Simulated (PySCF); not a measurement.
**BrF3: changing the method**

Aim: see what other levels and later steps give for BrF3.

Computed with PySCF 2.14.0. Level: method and basis as typed in the scripts.

2 further runs of the same task are left out: 2 that didn't finish.

**1. The starting structure**

BrF3: 4 atoms, charge 0, spin multiplicity 1.

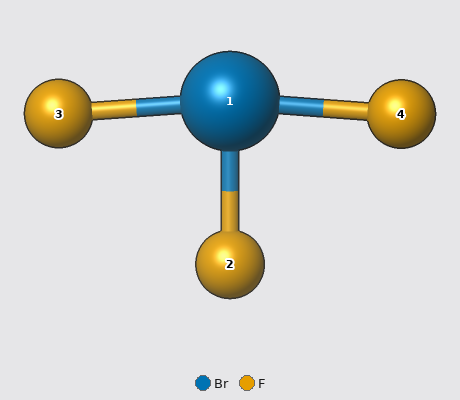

As it starts; bromine blue, fluorine amber; atoms are numbered from 1 in the order of the file.

Geometry (Å):

```
atom    x (Å)   y (Å)    z (Å)
 Br1   0.0000  0.0000  -0.2775
  F2   0.0000  0.0000   1.4447
  F3   1.8040  0.0000  -0.1452
  F4  -1.8040  0.0000  -0.1452
```

**2. Base script**

Contents of input.py:

```python
from pyscf import gto, dft

mol = gto.M(
    atom='Br 0 0 -0.2775; F 0 0 1.4447; F 1.804 0 -0.1452; F -1.804 0 -0.1452',
    basis='jorge-dzp',
    charge=0,
    spin=0,
    verbose=4,
)
mf = dft.RKS(mol, xc='pw6b95')
mf.kernel()
mf.dip_moment()
print('orbital energies (hartree):', mf.mo_energy[..., max(0, mol.nelec[1]-3):mol.nelec[0]+3].round(4))
```

Launch:

```
> OMP_NUM_THREADS=1 python input.py
```

What it wrote:

```text
PySCF version 2.14.0

[INPUT] verbose = 4
[INPUT] num. atoms = 4
[INPUT] num. electrons = 62
[INPUT] charge = 0
[INPUT] spin (= nelec alpha-beta = 2S) = 0
[INPUT] symmetry False subgroup None
[INPUT] Mole.unit = angstrom
[INPUT] Symbol           X                Y                Z      unit          X                Y                Z       unit  Magmom
[INPUT]  1 Br     0.000000000000   0.000000000000  -0.277500000000 AA    0.000000000000   0.000000000000  -0.524398999567 Bohr   0.0
[INPUT]  2 F      0.000000000000   0.000000000000   1.444700000000 AA    0.000000000000   0.000000000000   2.730087332159 Bohr   0.0
[INPUT]  3 F      1.804000000000   0.000000000000  -0.145200000000 AA    3.409065928715   0.000000000000  -0.274388233287 Bohr   0.0
[INPUT]  4 F     -1.804000000000   0.000000000000  -0.145200000000 AA   -3.409065928715   0.000000000000  -0.274388233287 Bohr   0.0

nuclear repulsion = 328.626776100958
number of shells = 38
number of NR pGTOs = 170
number of NR cGTOs = 88
basis = jorge-dzp
ecp = {}

******** <class 'pyscf.dft.rks.RKS'> ********
method = RKS
initial guess = minao
damping factor = 0
level_shift factor = 0
DIIS = <class 'pyscf.scf.diis.CDIIS'>
diis_start_cycle = 1
diis_space = 8
diis_damp = 0
SCF conv_tol = 1e-09
SCF conv_tol_grad = None
SCF max_cycles = 50
direct_scf = True
direct_scf_tol = 1e-13
XC library pyscf.dft.libxc version 7.0.0
    S. Lehtola, C. Steigemann, M. J.T. Oliveira, and M. A.L. Marques.,  SoftwareX 7, 1–5 (2018)
XC functionals = pw6b95
    Y. Zhao and D. G. Truhlar.,  J. Phys. Chem. A 109, 5656 (2005)
radial grids:
    Treutler-Ahlrichs [JCP 102, 346 (1995); DOI:10.1063/1.469408] (M4) radial grids

becke partition: Becke, JCP 88, 2547 (1988); DOI:10.1063/1.454033
pruning grids: <function nwchem_prune>
grids dens level: 3
symmetrized grids: False
atomic radii adjust function: <function treutler_atomic_radii_adjust>
small_rho_cutoff = 0
Set gradient conv threshold to 3.16228e-05
Initial guess from minao.
tot grids = 63216
init E= -2870.73162633611
  HOMO = -0.283385088100914  LUMO = -0.129143827307286  gap/eV = 4.19712
cycle= 1 E= -2874.57844453305  delta_E= -3.85  |g|= 2.07  |ddm|= 2.72
  HOMO = -0.269592042154051  LUMO = -0.165164745101853  gap/eV = 2.84161
cycle= 2 E= -2874.11209443827  delta_E= 0.466  |g|= 2.22  |ddm|= 2.74
  HOMO = -0.366152064269364  LUMO = -0.147740106610993  gap/eV = 5.94329
cycle= 3 E= -2874.81198512814  delta_E= -0.7  |g|= 0.601  |ddm|= 2.13
  HOMO = -0.354066075734957  LUMO = -0.156140463688455  gap/eV = 5.38583
cycle= 4 E= -2874.868566407  delta_E= -0.0566  |g|= 0.196  |ddm|= 0.508
  HOMO = -0.364242222198916  LUMO = -0.150093216407488  gap/eV = 5.82729
cycle= 5 E= -2874.87420205925  delta_E= -0.00564  |g|= 0.0604  |ddm|= 0.177
  HOMO = -0.365549415735575  LUMO = -0.154842999501348  gap/eV = 5.73361
cycle= 6 E= -2874.87483632373  delta_E= -0.000634  |g|= 0.0138  |ddm|= 0.0498
  HOMO = -0.36442407733016  LUMO = -0.152976161211115  gap/eV = 5.75379
cycle= 7 E= -2874.8748578385  delta_E= -2.15e-05  |g|= 0.00184  |ddm|= 0.00955
  HOMO = -0.364331854917184  LUMO = -0.152767957909328  gap/eV = 5.75695
cycle= 8 E= -2874.87485843284  delta_E= -5.94e-07  |g|= 0.000267  |ddm|= 0.00183
  HOMO = -0.364366825198571  LUMO = -0.152794317262684  gap/eV = 5.75718
cycle= 9 E= -2874.87485845033  delta_E= -1.75e-08  |g|= 6.6e-05  |ddm|= 0.000406
  HOMO = -0.364363681406181  LUMO = -0.152797368591566  gap/eV = 5.75701
cycle= 10 E= -2874.87485845142  delta_E= -1.08e-09  |g|= 4.01e-06  |ddm|= 8.56e-05
  HOMO = -0.36436351879262  LUMO = -0.152797399461724  gap/eV = 5.75701
cycle= 11 E= -2874.87485845144  delta_E= -1.91e-11  |g|= 1.27e-06  |ddm|= 1.27e-05
  HOMO = -0.364363482136557  LUMO = -0.152797173570081  gap/eV = 5.75701
Extra cycle  E= -2874.87485845144  delta_E= -7.28e-12  |g|= 1.74e-06  |ddm|= 3.13e-06
converged SCF energy = -2874.87485845144
Dipole moment(X, Y, Z, Debye): -0.00000, -0.00000, -1.90963
orbital energies (hartree): [-0.4339 -0.4066 -0.3644 -0.1528 -0.0642  0.455 ]
```

It took 16 s on 1 thread of Arm Neoverse N1, shared host; peak memory 0.43 GiB.

It gives: E(SCF) = -2874.874858 Eh, 11 cycles, μ = 1.91 D.

**3. Lc_wpbe**

Run 1 changes functional: pw6b95 → lc_wpbe.

input.py, as its differences from that of step 2:

```diff
@@ -9,3 +9,3 @@
 )
-mf = dft.RKS(mol, xc='pw6b95')
+mf = dft.RKS(mol, xc='lc_wpbe')
 mf.kernel()
```

Launch:

```
> OMP_NUM_THREADS=1 python input.py
```

What it wrote:

```text
PySCF version 2.14.0

[INPUT] verbose = 4
[INPUT] num. atoms = 4
[INPUT] num. electrons = 62
[INPUT] charge = 0
[INPUT] spin (= nelec alpha-beta = 2S) = 0
[INPUT] symmetry False subgroup None
[INPUT] Mole.unit = angstrom
[INPUT] Symbol           X                Y                Z      unit          X                Y                Z       unit  Magmom
[INPUT]  1 Br     0.000000000000   0.000000000000  -0.277500000000 AA    0.000000000000   0.000000000000  -0.524398999567 Bohr   0.0
[INPUT]  2 F      0.000000000000   0.000000000000   1.444700000000 AA    0.000000000000   0.000000000000   2.730087332159 Bohr   0.0
[INPUT]  3 F      1.804000000000   0.000000000000  -0.145200000000 AA    3.409065928715   0.000000000000  -0.274388233287 Bohr   0.0
[INPUT]  4 F     -1.804000000000   0.000000000000  -0.145200000000 AA   -3.409065928715   0.000000000000  -0.274388233287 Bohr   0.0

nuclear repulsion = 328.626776100958
number of shells = 38
number of NR pGTOs = 170
number of NR cGTOs = 88
basis = jorge-dzp
ecp = {}

******** <class 'pyscf.dft.rks.RKS'> ********
method = RKS
initial guess = minao
damping factor = 0
level_shift factor = 0
DIIS = <class 'pyscf.scf.diis.CDIIS'>
diis_start_cycle = 1
diis_space = 8
diis_damp = 0
SCF conv_tol = 1e-09
SCF conv_tol_grad = None
SCF max_cycles = 50
direct_scf = True
direct_scf_tol = 1e-13
XC library pyscf.dft.libxc version 7.0.0
    S. Lehtola, C. Steigemann, M. J.T. Oliveira, and M. A.L. Marques.,  SoftwareX 7, 1–5 (2018)
XC functionals = lc_wpbe
    O. A. Vydrov and G. E. Scuseria.,  J. Chem. Phys. 125, 234109 (2006)
radial grids:
    Treutler-Ahlrichs [JCP 102, 346 (1995); DOI:10.1063/1.469408] (M4) radial grids

becke partition: Becke, JCP 88, 2547 (1988); DOI:10.1063/1.454033
pruning grids: <function nwchem_prune>
grids dens level: 3
symmetrized grids: False
atomic radii adjust function: <function treutler_atomic_radii_adjust>
small_rho_cutoff = 0
Set gradient conv threshold to 3.16228e-05
Initial guess from minao.
tot grids = 63216
init E= -2868.69635789407
  HOMO = -0.321094837843913  LUMO = -0.122755028008459  gap/eV = 5.39710
cycle= 1 E= -2872.65376423686  delta_E= -3.96  |g|= 2.31  |ddm|= 2.71
  HOMO = -0.382417110758139  LUMO = -0.118393042994652  gap/eV = 7.18446
cycle= 2 E= -2872.63066392601  delta_E= 0.0231  |g|= 1.58  |ddm|= 1.96
  HOMO = -0.474543380243767  LUMO = -0.0770875615454942  gap/eV = 10.81532
cycle= 3 E= -2872.87786353332  delta_E= -0.247  |g|= 0.45  |ddm|=  1.2
  HOMO = -0.45612118613117  LUMO = -0.0659574352152954  gap/eV = 10.61690
cycle= 4 E= -2872.90377166541  delta_E= -0.0259  |g|= 0.052  |ddm|= 0.285
  HOMO = -0.462727831318082  LUMO = -0.0669460016040659  gap/eV = 10.76977
cycle= 5 E= -2872.90409233555  delta_E= -0.000321  |g|= 0.0163  |ddm|= 0.0396
  HOMO = -0.462571343521975  LUMO = -0.068162737675459  gap/eV = 10.73240
cycle= 6 E= -2872.90413418581  delta_E= -4.19e-05  |g|= 0.00468  |ddm|= 0.013
  HOMO = -0.462364187653177  LUMO = -0.067378646257193  gap/eV = 10.74810
cycle= 7 E= -2872.90414028797  delta_E= -6.1e-06  |g|= 0.00174  |ddm|= 0.00608
  HOMO = -0.462298193915739  LUMO = -0.0673227208092682  gap/eV = 10.74783
cycle= 8 E= -2872.90414215507  delta_E= -1.87e-06  |g|= 0.000552  |ddm|= 0.00401
  HOMO = -0.462316595454541  LUMO = -0.0673589453518786  gap/eV = 10.74735
cycle= 9 E= -2872.9041426587  delta_E= -5.04e-07  |g|= 8.72e-05  |ddm|= 0.00332
  HOMO = -0.462322608469993  LUMO = -0.0673630278918018  gap/eV = 10.74740
cycle= 10 E= -2872.9041426717  delta_E= -1.3e-08  |g|= 2.6e-05  |ddm|= 0.000535
  HOMO = -0.462320718404313  LUMO = -0.0673588073660061  gap/eV = 10.74746
cycle= 11 E= -2872.90414267223  delta_E= -5.31e-10  |g|= 7.41e-06  |ddm|= 8.8e-05
  HOMO = -0.462321774203038  LUMO = -0.0673593014903016  gap/eV = 10.74748
Extra cycle  E= -2872.90414267228  delta_E= -4.73e-11  |g|= 4.39e-06  |ddm|= 1.83e-05
converged SCF energy = -2872.90414267228
Dipole moment(X, Y, Z, Debye): -0.00000, -0.00000, -1.90445
orbital energies (hartree): [-0.5278 -0.4922 -0.4623 -0.0674  0.0192  0.5484]
```

It took 19 s on 1 thread of Arm Neoverse N1, shared host.

This run: E(SCF) = -2872.904143 Eh, 11 cycles, μ = 1.90 D.

**4. Camb3lyp**

Run 2 changes functional: pw6b95 → camb3lyp.

input.py, as its differences from that of step 2:

```diff
@@ -9,3 +9,3 @@
 )
-mf = dft.RKS(mol, xc='pw6b95')
+mf = dft.RKS(mol, xc='camb3lyp')
 mf.kernel()
```

Launch:

```
> OMP_NUM_THREADS=1 python input.py
```

What it wrote:

```text
PySCF version 2.14.0

[INPUT] verbose = 4
[INPUT] num. atoms = 4
[INPUT] num. electrons = 62
[INPUT] charge = 0
[INPUT] spin (= nelec alpha-beta = 2S) = 0
[INPUT] symmetry False subgroup None
[INPUT] Mole.unit = angstrom
[INPUT] Symbol           X                Y                Z      unit          X                Y                Z       unit  Magmom
[INPUT]  1 Br     0.000000000000   0.000000000000  -0.277500000000 AA    0.000000000000   0.000000000000  -0.524398999567 Bohr   0.0
[INPUT]  2 F      0.000000000000   0.000000000000   1.444700000000 AA    0.000000000000   0.000000000000   2.730087332159 Bohr   0.0
[INPUT]  3 F      1.804000000000   0.000000000000  -0.145200000000 AA    3.409065928715   0.000000000000  -0.274388233287 Bohr   0.0
[INPUT]  4 F     -1.804000000000   0.000000000000  -0.145200000000 AA   -3.409065928715   0.000000000000  -0.274388233287 Bohr   0.0

nuclear repulsion = 328.626776100958
number of shells = 38
number of NR pGTOs = 170
number of NR cGTOs = 88
basis = jorge-dzp
ecp = {}

******** <class 'pyscf.dft.rks.RKS'> ********
method = RKS
initial guess = minao
damping factor = 0
level_shift factor = 0
DIIS = <class 'pyscf.scf.diis.CDIIS'>
diis_start_cycle = 1
diis_space = 8
diis_damp = 0
SCF conv_tol = 1e-09
SCF conv_tol_grad = None
SCF max_cycles = 50
direct_scf = True
direct_scf_tol = 1e-13
XC library pyscf.dft.libxc version 7.0.0
    S. Lehtola, C. Steigemann, M. J.T. Oliveira, and M. A.L. Marques.,  SoftwareX 7, 1–5 (2018)
XC functionals = camb3lyp
    T. Yanai, D. P. Tew, and N. C. Handy.,  Chem. Phys. Lett. 393, 51 (2004)
radial grids:
    Treutler-Ahlrichs [JCP 102, 346 (1995); DOI:10.1063/1.469408] (M4) radial grids

becke partition: Becke, JCP 88, 2547 (1988); DOI:10.1063/1.454033
pruning grids: <function nwchem_prune>
grids dens level: 3
symmetrized grids: False
atomic radii adjust function: <function treutler_atomic_radii_adjust>
small_rho_cutoff = 0
Set gradient conv threshold to 3.16228e-05
Initial guess from minao.
tot grids = 63216
init E= -2869.2981520422
  HOMO = -0.297712837025688  LUMO = -0.123845846342948  gap/eV = 4.73116
cycle= 1 E= -2873.22837038795  delta_E= -3.93  |g|= 2.14  |ddm|= 2.71
  HOMO = -0.328430361304371  LUMO = -0.149112914034636  gap/eV = 4.87948
cycle= 2 E= -2873.04217416089  delta_E= 0.186  |g|= 1.85  |ddm|= 2.28
  HOMO = -0.41860735691058  LUMO = -0.117876013915236  gap/eV = 8.18332
cycle= 3 E= -2873.4549116789  delta_E= -0.413  |g|= 0.505  |ddm|= 1.58
  HOMO = -0.40311099766406  LUMO = -0.110660601090786  gap/eV = 7.95798
cycle= 4 E= -2873.49303121019  delta_E= -0.0381  |g|= 0.0909  |ddm|= 0.362
  HOMO = -0.411523872427259  LUMO = -0.110751198816128  gap/eV = 8.18444
cycle= 5 E= -2873.49401496913  delta_E= -0.000984  |g|= 0.0289  |ddm|= 0.0731
  HOMO = -0.411736968254309  LUMO = -0.1130373696494  gap/eV = 8.12803
cycle= 6 E= -2873.49414047761  delta_E= -0.000126  |g|= 0.00895  |ddm|= 0.0229
  HOMO = -0.411323832091171  LUMO = -0.111818524690498  gap/eV = 8.14995
cycle= 7 E= -2873.49415258582  delta_E= -1.21e-05  |g|= 0.00159  |ddm|= 0.00716
  HOMO = -0.411202175650564  LUMO = -0.111662012461438  gap/eV = 8.15090
cycle= 8 E= -2873.49415334659  delta_E= -7.61e-07  |g|= 0.000319  |ddm|= 0.0023
  HOMO = -0.411222254236563  LUMO = -0.11169040282345  gap/eV = 8.15068
cycle= 9 E= -2873.49415346745  delta_E= -1.21e-07  |g|= 6.2e-05  |ddm|= 0.00147
  HOMO = -0.411219558762326  LUMO = -0.111691430149807  gap/eV = 8.15058
cycle= 10 E= -2873.4941534721  delta_E= -4.65e-09  |g|= 1.18e-05  |ddm|= 0.000315
  HOMO = -0.411218898410803  LUMO = -0.111689815793256  gap/eV = 8.15060
cycle= 11 E= -2873.49415347221  delta_E= -1.13e-10  |g|= 3.09e-06  |ddm|= 4.34e-05
  HOMO = -0.411219559084989  LUMO = -0.111690114155431  gap/eV = 8.15061
Extra cycle  E= -2873.49415347221  delta_E= 5.46e-12  |g|= 2.81e-06  |ddm|= 8.05e-06
converged SCF energy = -2873.49415347221
Dipole moment(X, Y, Z, Debye):  0.00000,  0.00000, -1.93470
orbital energies (hartree): [-0.4804 -0.4488 -0.4112 -0.1117 -0.0237  0.4943]
```

Run time: 19 s. Hardware: 1 thread of Arm Neoverse N1, shared host.

Outcome: E(SCF) = -2873.494153 Eh, 11 cycles, μ = 1.93 D.

**5. MP2 (RHF)**

Run 3 changes step after the SCF: none → mp2; SCF type: RKS → RHF; functional: pw6b95 → none (Hartree–Fock); frozen orbitals: none → 12.

input.py, as its differences from that of step 2:

```diff
@@ -1,2 +1,2 @@
-from pyscf import gto, dft
+from pyscf import gto, scf, mp
 
@@ -9,4 +9,5 @@
 )
-mf = dft.RKS(mol, xc='pw6b95')
+mf = scf.RHF(mol)
 mf.kernel()
+mp.MP2(mf, frozen=12).kernel()
 mf.dip_moment()
```

Launch:

```
> OMP_NUM_THREADS=1 python input.py
```

What it wrote:

```text
PySCF version 2.14.0

[INPUT] verbose = 4
[INPUT] num. atoms = 4
[INPUT] num. electrons = 62
[INPUT] charge = 0
[INPUT] spin (= nelec alpha-beta = 2S) = 0
[INPUT] symmetry False subgroup None
[INPUT] Mole.unit = angstrom
[INPUT] Symbol           X                Y                Z      unit          X                Y                Z       unit  Magmom
[INPUT]  1 Br     0.000000000000   0.000000000000  -0.277500000000 AA    0.000000000000   0.000000000000  -0.524398999567 Bohr   0.0
[INPUT]  2 F      0.000000000000   0.000000000000   1.444700000000 AA    0.000000000000   0.000000000000   2.730087332159 Bohr   0.0
[INPUT]  3 F      1.804000000000   0.000000000000  -0.145200000000 AA    3.409065928715   0.000000000000  -0.274388233287 Bohr   0.0
[INPUT]  4 F     -1.804000000000   0.000000000000  -0.145200000000 AA   -3.409065928715   0.000000000000  -0.274388233287 Bohr   0.0

nuclear repulsion = 328.626776100958
number of shells = 38
number of NR pGTOs = 170
number of NR cGTOs = 88
basis = jorge-dzp
ecp = {}

******** <class 'pyscf.scf.hf.RHF'> ********
method = RHF
initial guess = minao
damping factor = 0
level_shift factor = 0
DIIS = <class 'pyscf.scf.diis.CDIIS'>
diis_start_cycle = 1
diis_space = 8
diis_damp = 0
SCF conv_tol = 1e-09
SCF conv_tol_grad = None
SCF max_cycles = 50
direct_scf = True
direct_scf_tol = 1e-13
Set gradient conv threshold to 3.16228e-05
Initial guess from minao.
init E= -2866.06750281089
  HOMO = -0.3142100232118  LUMO = -0.0938108794902694  gap/eV = 5.99737
cycle= 1 E= -2870.23641981591  delta_E= -4.17  |g|= 1.44  |ddm|= 2.72
  HOMO = -0.513026040629206  LUMO = -0.0833079657349862  gap/eV = 11.69322
cycle= 2 E= -2870.34656517662  delta_E= -0.11  |g|= 0.777  |ddm|= 1.36
  HOMO = -0.53839520809482  LUMO = -0.0321525715296462  gap/eV = 13.77556
cycle= 3 E= -2870.40852136029  delta_E= -0.062  |g|= 0.114  |ddm|= 0.512
  HOMO = -0.528411782545209  LUMO = -0.0163764947513914  gap/eV = 13.93319
cycle= 4 E= -2870.41050851736  delta_E= -0.00199  |g|= 0.0194  |ddm|= 0.085
  HOMO = -0.530003240006461  LUMO = -0.0169132065137233  gap/eV = 13.96189
cycle= 5 E= -2870.41070918073  delta_E= -0.000201  |g|= 0.00858  |ddm|= 0.0329
  HOMO = -0.528991522696552  LUMO = -0.0157994261926248  gap/eV = 13.96467
cycle= 6 E= -2870.41075519224  delta_E= -4.6e-05  |g|= 0.00316  |ddm|= 0.0205
  HOMO = -0.528620930691715  LUMO = -0.0154000658010669  gap/eV = 13.96545
cycle= 7 E= -2870.41076083305  delta_E= -5.64e-06  |g|= 0.000694  |ddm|= 0.00804
  HOMO = -0.528548639923797  LUMO = -0.0154432422835507  gap/eV = 13.96231
cycle= 8 E= -2870.41076118838  delta_E= -3.55e-07  |g|= 0.000271  |ddm|= 0.00238
  HOMO = -0.528555273348001  LUMO = -0.0154215362945397  gap/eV = 13.96308
cycle= 9 E= -2870.4107612105  delta_E= -2.21e-08  |g|= 9.59e-05  |ddm|= 0.000294
  HOMO = -0.52854999292679  LUMO = -0.0154189875926879  gap/eV = 13.96301
cycle= 10 E= -2870.41076121895  delta_E= -8.45e-09  |g|= 4.1e-05  |ddm|= 0.000273
  HOMO = -0.52855077556457  LUMO = -0.015415464424535  gap/eV = 13.96312
cycle= 11 E= -2870.41076122032  delta_E= -1.37e-09  |g|= 5.98e-06  |ddm|= 0.000132
  HOMO = -0.528552103993673  LUMO = -0.0154163818129466  gap/eV = 13.96313
cycle= 12 E= -2870.41076122035  delta_E= -3.09e-11  |g|= 1.98e-06  |ddm|= 1.36e-05
  HOMO = -0.528551962669374  LUMO = -0.0154161577991514  gap/eV = 13.96314
Extra cycle  E= -2870.41076122035  delta_E= 3.64e-12  |g|= 1.05e-06  |ddm|= 2.46e-06
converged SCF energy = -2870.41076122035

******** <class 'pyscf.mp.mp2.RMP2'> ********
nocc = 19, nmo = 76
frozen orbitals 12
E(RMP2) = -2871.36974372931  E_corr = -0.958982508964352
E(SCS-RMP2) = -2871.30474271804  E_corr = -0.893981497694376
E_corr(same-spin) = -0.296304822764823
E_corr(oppo-spin) = -0.662677686199529
Dipole moment(X, Y, Z, Debye): -0.00000,  0.00000, -2.02349
orbital energies (hartree): [-0.6385 -0.5446 -0.5286 -0.0154  0.0805  0.6272]
```

Run time: 3.2 s. Hardware: 1 thread of Arm Neoverse N1, shared host.

This run: E(SCF) = -2870.410761 Eh, 12 cycles, E(MP2) − E(SCF) = -0.95898 Eh, μ = 2.02 D (of the SCF density).

**6. Side by side**

```
      run  E(SCF) (hartree)  from base (eV)  cycles  gap (eV)  SCF dipole (D)                            after the SCF
     base      -2874.874858               0      11      5.76            1.91                                      n/a
  lc_wpbe      -2872.904143  not comparable      11     10.75            1.90                                      n/a
 camb3lyp      -2873.494153  not comparable      11      8.15            1.93                                      n/a
MP2 (RHF)      -2870.410761  not comparable      12     13.96            2.02  MP2 correlation -26.095 eV, core frozen
```

Wall time on 1 thread of Arm Neoverse N1, shared host, start-up included: base 16 s; lc_wpbe 19 s; camb3lyp 19 s; MP2 (RHF) 3.2 s.

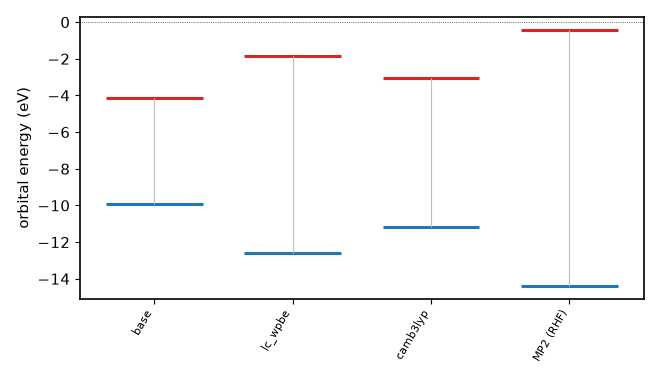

Frontier levels by run: filled blue, empty red.

What this shows: A lower total energy from another functional means nothing by itself.
